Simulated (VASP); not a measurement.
Band structure of ZrO₂ (fluorite). These are revTPSS meta-GGA, VASP's PBE PAW potentials (set 64) (plane waves; VASP) values and carry that method's errors.

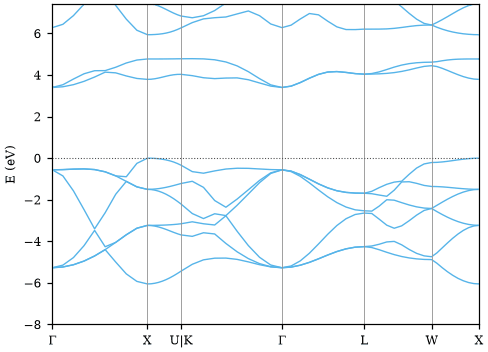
*Bands along high-symmetry lines, zero at the valence-band maximum or, without a gap, the Fermi level*

Q: Read the plot: is there a gap, and where are the band edges?

A: The gap is indirect, 3.40 eV, from the valence maximum at X to the conduction minimum at Γ.

The compound is ZrO2 in the fluorite structure, the high-temperature cubic form, which is unstable at 0 K; the monoclinic form is the stable one. It was relaxed first.
